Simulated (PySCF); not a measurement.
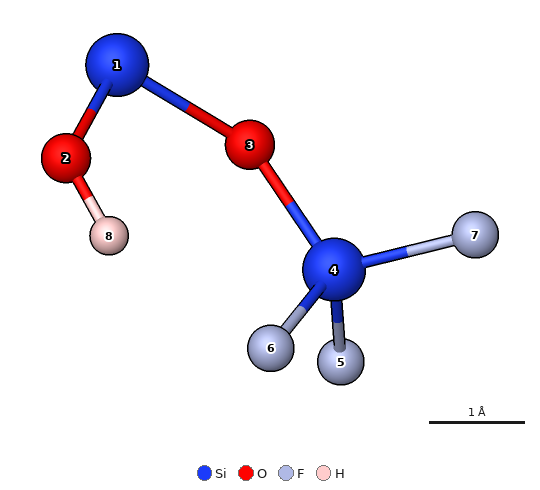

*The structure (ball-and-stick view, seen at a tilt; atoms are numbered from 1 in the order of the input).*

Bond lengths as drawn: F–Si 1.59 to 1.61 Å, H–O 0.97 Å and O–Si 1.61 to 1.71 Å.

**Excited-state calculation, with input and output: Si2HO2F3**

- system: Si2HO2F3
- method: TDDFT CAM-B3LYP/def2-SVPD, vertical, gas phase, core orbitals frozen in the response (PySCF 2.14.0)

The geometry comes from this level: PBE0-D3(BJ)/def2-SVP.

The program's output:
```
coarse grid: 9304 points
cycle   1  E = -1028.8979866004  dE =  7.606e-01  |g| = 1.170e+00  |ddm| = 4.994e+00
cycle   2  E = -1028.7529214007  dE =  1.451e-01  |g| = 1.509e+00  |ddm| = 3.699e+00
cycle   3  E = -1029.1450024924  dE = -3.921e-01  |g| = 9.656e-02  |ddm| = 1.424e+00
cycle   4  E = -1029.1463220281  dE = -1.320e-03  |g| = 5.244e-02  |ddm| = 1.780e-01
cycle   5  E = -1029.1467870485  dE = -4.650e-04  |g| = 9.298e-03  |ddm| = 4.890e-02
cycle   6  E = -1029.1468037418  dE = -1.669e-05  |g| = 3.596e-03  |ddm| = 2.629e-02
cycle   7  E = -1029.1468061017  dE = -2.360e-06  |g| = 1.153e-03  |ddm| = 4.534e-03
final grid: 86456 points
cycle   8  E = -1029.2860407512  dE = -1.341e-05  |g| = 2.463e-03  |ddm| = 2.420e-02
cycle   9  E = -1029.2860400337  dE =  7.175e-07  |g| = 3.266e-03  |ddm| = 4.825e-03
cycle  10  E = -1029.2860418601  dE = -1.826e-06  |g| = 2.339e-04  |ddm| = 2.544e-03
cycle  11  E = -1029.2860418658  dE = -5.626e-09  |g| = 1.809e-04  |ddm| = 3.436e-04
cycle  12  E = -1029.2860418713  dE = -5.525e-09  |g| = 1.767e-05  |ddm| = 1.502e-04
cycle  13  E = -1029.2860418714  dE = -6.708e-11  |g| = 8.772e-06  |ddm| = 3.936e-05
```

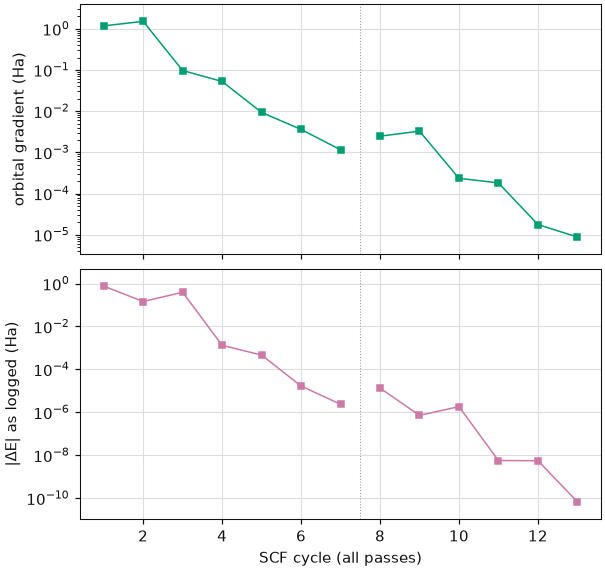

*Convergence of the self-consistent field: orbital gradient and size of the energy change against the SCF cycle. The dotted line marks the change from a coarse to the final integration grid.*

The first 7 cycles use a coarse grid, the final grid takes over at cycle 8, and the field converges after 13 cycles in all.

```
converged SCF energy = -1029.2860418714

Static polarisability (au): isotropic 55.307, principal 49.640 53.345 62.936

Singlet excitations
state   eV       nm        f      main configurations
  1   5.5169    224.7   0.13587   H->L 0.98
  2   7.1279    173.9   0.00814   H-1->L 0.87, H-2->L 0.11
  3   7.3049    169.7   0.20270   H->L+1 0.83
  4   7.4747    165.9   0.06358   H->L+2 0.53, H-2->L 0.35
  5   7.8418    158.1   0.25257   H-2->L 0.49, H->L+2 0.36
  6   8.3986    147.6   0.31426   H->L+3 0.51, H->L+4 0.39

Triplet excitations (Tamm-Dancoff, eV): 3.2157 5.7579
Vertical ionisation energy (delta-SCF) = 10.6222 eV
Vertical electron affinity (delta-SCF) = 0.0023 eV
```

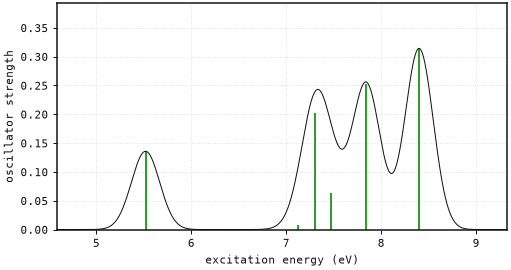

*Computed excitations as sticks (degenerate states added up, dark ones marked on the axis), with a Gaussian envelope of 0.35 eV full width at half maximum, scaled to the tallest.*

Of the 6 states the lowest lies at 5.52 eV (f = 0.136); the strongest line is at 8.40 eV, or 148 nm (f = 0.314).

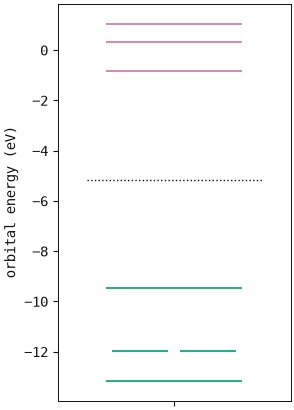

*Orbital energies near the frontier; the dotted line parts filled from empty levels, and levels within 0.02 eV of each other stand side by side.*

Highest filled −9.46 eV, lowest empty −0.84 eV, 8.62 eV apart.

The run was set up as follows.

Input:
```
{"job": {"kind": "uv", "xc": "CAM-B3LYP", "basis": "def2-SVPD", "nstates": 6, "ntriplets": 2, "ip": true}, "charge": 0, "multiplicity": 1}
Si     1.486654     1.527794    -0.553490
O      2.128056     0.019450    -0.774490
O     -0.076904     1.153826     0.036042
Si    -1.042954    -0.084449     0.398774
F     -1.473703    -0.081494     1.930689
F     -0.260416    -1.464710     0.121301
F     -2.360411    -0.096531    -0.493709
H      1.636910    -0.793267    -0.583837
```

The first line tells a small driver script what to run in PySCF; the rest is the geometry in Å.

Launch command:
```bash
OMP_NUM_THREADS=1 python <driver script> task.json out
```

Summary:

| quantity | value |
| --- | --- |
| outcome | converged |
| total energy | −1029.286042 hartree |
| HOMO | −9.46 eV |
| LUMO | −0.84 eV |
| dipole moment | 0.46 D |
| mean polarisability | 55.31 a.u. |
| vertical ionisation energy | 10.62 eV |
| vertical electron affinity | 0.00 eV |
| lowest singlet excitation | 5.52 eV |
| hardware | 1 CPU thread, shared host |
| wall time | 60 s |
| peak memory | 0.88 GiB |
